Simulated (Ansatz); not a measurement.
Cost and result by functional for the adsorption energy of OH on the 1x1 (111) surface of fcc Ag, one in a 2x2 cell, started at the site 'bridge Ag-Ag (span 2.9 Å)', in Ansatz (plane waves, PAW). Single points on the PBE structure, on one kind of machine; costs are rough ratios of the slab run's core time (references not counted) to the cheapest single point. r2SCAN's cost holds its higher cutoff (500 against 420 eV). Differences are taken against r2SCAN for comparison alone: no measured value is at hand, so the table doesn't rank accuracy.

Model: 18-atom slab, 7.1 Å thick at the start under the adsorbate (thin: gaps and levels are the slab's own), 6x6x1 mesh, Fermi-Dirac 0.1 eV, dipole correction, 8 atoms held, the rest relaxed; held to the start's symmetry, so lower structures may exist; spin-polarised, no spin-orbit, no U, no dispersion correction. The starting moment vanished. At the end it is bonded to 3 Ag. In PBE this state lies 0.03 eV over the lowest of the starts that converged ('top Ag'). These notes are the PBE run's. r2SCAN: The program's check for a lower electronic state was not made. Adsorption energies are against H2O(g) − ½ H2(g). A negative adsorption energy means that the adsorbate is more stable on the surface than in its reference.

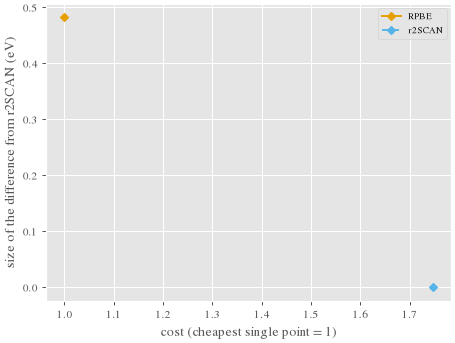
Figure: Difference from r2SCAN against cost

```csv
functional,relative cost,adsorption energy (eV),less r2SCAN (eV)
RPBE,1,0.91,0.48
r2SCAN,2,0.43,0.00
PBE (the relaxed run's value),–,0.73,0.30
```

The values span 0.48 eV, while the single points' costs differ by a factor of roughly 2. Differences are of unrounded values.

Ansatz is a first-principles code.
